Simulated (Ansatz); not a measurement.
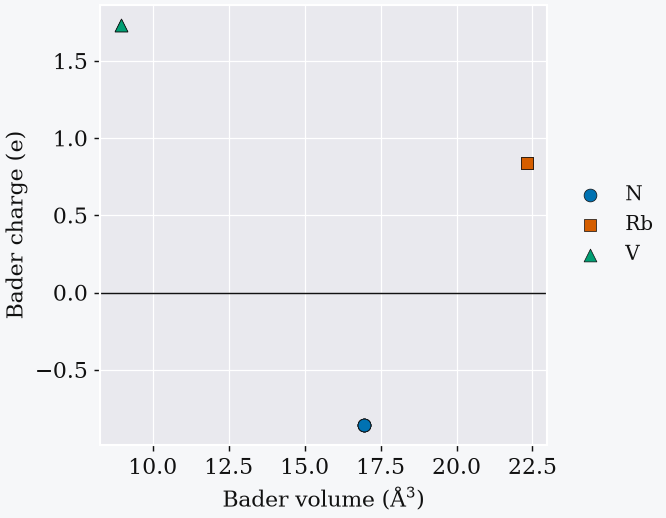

Figure made from data computed with Ansatz.

Bader charges of the atoms (positive: electrons lost), against the volumes of their basins.

Input of the run:

```
crystal:
  lattice:
    - [3.052886, 5.287753, 0.0]
    - [-3.052886, 5.287753, 0.0]
    - [0.0, 0.0, 5.09115]
  atoms:
    - { symbol: Rb, position: [0.3333, 0.3334, 0.25] }
    - { symbol: Rb, position: [0.6666, 0.6667, 0.75] }
    - { symbol: "N", position: [0.169, 0.662, 0.75] }
    - { symbol: "N", position: [0.338, 0.831, 0.25] }
    - { symbol: "N", position: [0.169, 0.169, 0.75] }
    - { symbol: "N", position: [0.831, 0.338, 0.25] }
    - { symbol: "N", position: [0.662, 0.169, 0.75] }
    - { symbol: "N", position: [0.831, 0.831, 0.25] }
    - { symbol: V, position: [0.0, 0.0, 0.0] }
    - { symbol: V, position: [0.0, 0.0, 0.5] }
  symmetry: { tolerance: 0.0003 }
kpoints:
  mp_grid: { grid: [7, 7, 7], shift: [0, 0, 0] }
  band_path:
    path:
      - [0.0, 0.0, 0.0]
      - [0.49999999, -3.0e-08, 0.0]
      - [0.66666664, 0.33333329, 0.0]
      - [0.0, 0.0, 0.0]
      - [0.0, 0.0, 0.5]
      - [0.49999999, -3.0e-08, 0.5]
      - [0.66666664, 0.33333329, 0.5]
      - [0.0, 0.0, 0.5]
      - [0.49999999, -3.0e-08, 0.5]
      - [0.49999999, -3.0e-08, 0.0]
      - [0.66666664, 0.33333329, 0.5]
    npoints: 6
magnetization:
  spin_polarized: false
scf:
  occupations: { method: fermi_dirac, width: 0.0319 }
  lower_state_search: "off"
  max_iter: 200
hamiltonian:
  pseudopotentials: { kind: paw }
  xc: r2scan
basis:
  ecutwfc: 500
  fft_grid_basis: typed
output:
  forces: true
  stress: true
  eigenvalues: true
  bader: true
  populations: true
  elf: true
  write_potential: true
  volumetric_format: npy
  dos:
    e_range: [-12, 8]
    de: 0.05
    projected: { site_lists: { "N": ["N"], Rb: [Rb], V: [V] } }
checkpoint:
  read: saved_state
```

Question: What are the charges by element?

Answer: The Bader charges are V +1.73 e, Rb +0.84 e and N −0.86 e. Summed over the cell, V gives up most (3.5 e) and N takes most (5.1 e).

Question: Which atoms take the most room?

Answer: Rb has the largest basins, 22.3 Å³ on average, and V the smallest, 8.9 Å³.

The structure was built from a prototype or by substitution, so it need not be a known phase. The atoms aren't at rest in this cell (largest force 4.3 eV/Å), so the relaxed material can differ. The cell is at −20 GPa in this functional.
